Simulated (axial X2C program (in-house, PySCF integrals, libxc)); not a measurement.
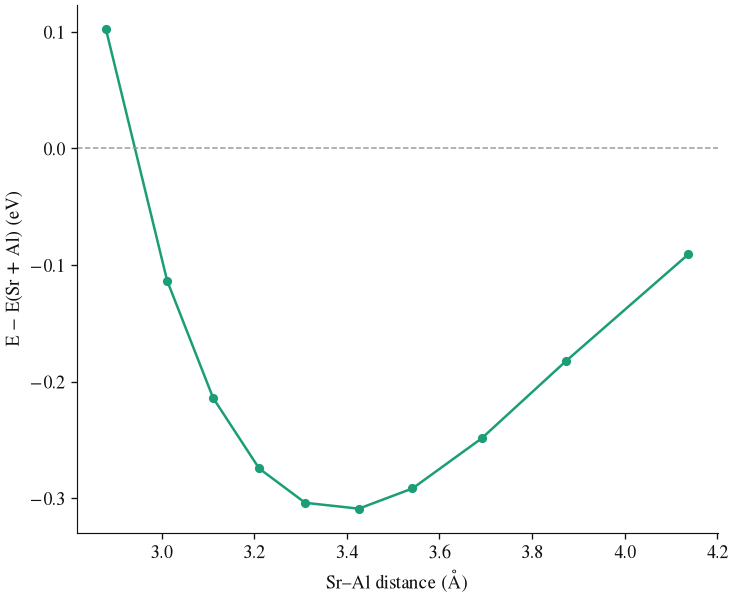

Energy at 10 bond lengths, for one set of occupations held fixed; the line joins the points. A polynomial of degree 6 through 9 points gives rₑ = 3.389 Å, ωₑ = 157.1 cm⁻¹, ωₑxₑ = 1.1 cm⁻¹ and Bₑ = 0.07111 cm⁻¹. The minimum lies 0.31 eV below Sr + Al, each computed as one determinant at the same level.

## Run report: SrAl, relativistic diatomic calculation

SrAl, single determinant with M_S = 1/2 and |Λ| = 1. Computed at this level: HF, spin-free X2C-1e, Sr dyall-cv3z, Al dyall-v3z (cores contracted) (axial X2C program (in-house, PySCF integrals, libxc)).

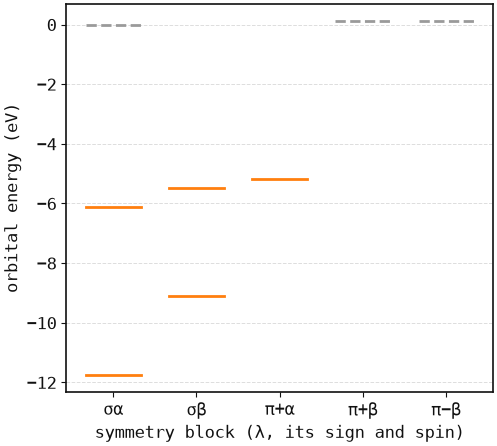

Orbital energies near the frontier at 3.31 Å, filled (solid) and empty (dashed); a label such as π−α means λ = −1 and α spin. The highest filled orbital (π+α; 78 % Al p, 10 % Sr p) lies at −5.18 eV, the lowest empty one (σα; 72 % Sr s, 15 % Sr p) at −0.03 eV.

Input and output of the run follow.

**The input**
```
{"zs": [38, 13], "q": 0, "bas": ["dyall-cv3z", "dyall-v3z"], "levels": ["PBE0", "HF", "TPSS"], "cc": true, "r0": 3.11, "thr": -2.0, "nmax": 90, "npts": 10, "nst": 2, "ntry": 6}
```

The line is the task of a batch: nuclear charges, charge, bases, the levels to run, a first guess of the distance and further settings. This report covers HF without spin-orbit coupling. The log is that of the reference distance 3.31 Å.

The run was one of a batch that the task file lists, launched with:
```bash
python <driver script> task.json out
```

**Output**
```
spin-free X2C-1e  HF
basis functions 182  fitting functions 991  grid points 5087
iter        total energy     max residual
   1      -3419.654202233     2.29e-01
   2      -3419.676728021     3.97e-03
   3      -3419.679324545     2.89e-03
   4      -3419.680908764     2.11e-03
   5      -3419.682132684     1.54e-03
   6      -3419.683314260     8.30e-04
   7      -3419.683390564     4.83e-04
   8      -3419.683463798     1.39e-04
   9      -3419.683466101     5.60e-05
  10      -3419.683466440     2.81e-05
  11      -3419.683466585     1.86e-05
  12      -3419.683466605     6.94e-06
  13      -3419.683466610     2.93e-06
  14      -3419.683466611     1.32e-06
converged
one-electron -4891.87676801  Coulomb 1515.42557009  exact exchange -122.20916966  xc functional 0.00000000  nuclear repulsion 78.97690097
correlated 13  virtual 235  natural virtual 90  E(MP2) -0.270389846  MP2 remainder -0.014781474
iter   CCSD correlation   residual
   1     -0.277627367   1.43e-01
   2     -0.286960878   6.45e-02
   3     -0.288061907   3.29e-02
   4     -0.288755793   2.14e-02
   5     -0.289241389   1.18e-02
   6     -0.289363656   5.36e-03
   7     -0.289393792   2.22e-03
   8     -0.289388533   9.03e-04
   9     -0.289387738   4.24e-04
  10     -0.289389804   1.51e-04
  11     -0.289390317   6.51e-05
  12     -0.289390683   2.64e-05
  13     -0.289390956   1.41e-05
  14     -0.289391134   7.62e-06
  15     -0.289391278   4.96e-06
  16     -0.289391375   3.10e-06
  17     -0.289391409   1.57e-06
  18     -0.289391424   8.54e-07
(T) -0.010537017455108497  T1 0.0552  D1 0.1511  max T2 0.086
```

**The points of the curve**

```tsv
R (Å)	E (hartree)	dipole (D; origin at the first atom, positive when the second is positive)	highest filled (eV)	lowest empty (eV)
2.880	−3419.668519	−2.60	−5.21	−0.03
3.012	−3419.676465	−2.92	−5.30	0.03
3.111	−3419.680163	−3.17	−5.36	0.03
3.211	−3419.682385	−3.42	−5.27	0.00
3.310	−3419.683467	−3.66	−5.18	−0.03
3.426	−3419.683652	−3.91	−5.08	−0.06
3.542	−3419.683015	−4.12	−5.01	−0.09
3.691	−3419.681440	−4.28	−4.96	−0.12
3.873	−3419.679004	−4.26	−4.95	−0.13
4.138	−3419.675629	−3.68	−5.08	−0.11
```

**Key numbers**

- outcome: converged
- bond length rₑ: 3.389 Å
- ωₑ: 157.1 cm⁻¹
- energy at the minimum: −3419.68370 hartree
- depth below the fragments: 0.31 eV
- largest ⟨S²⟩ along the curve: 1.59
- hardware: 1 CPU thread, shared host
- wall time: 3.3 s

**Remarks**

Hartree–Fock lacks correlation, so it usually binds too weakly. ⟨S²⟩ reaches 1.59 where a pure state of this multiplicity has 0.75, so the determinant is spin-contaminated.
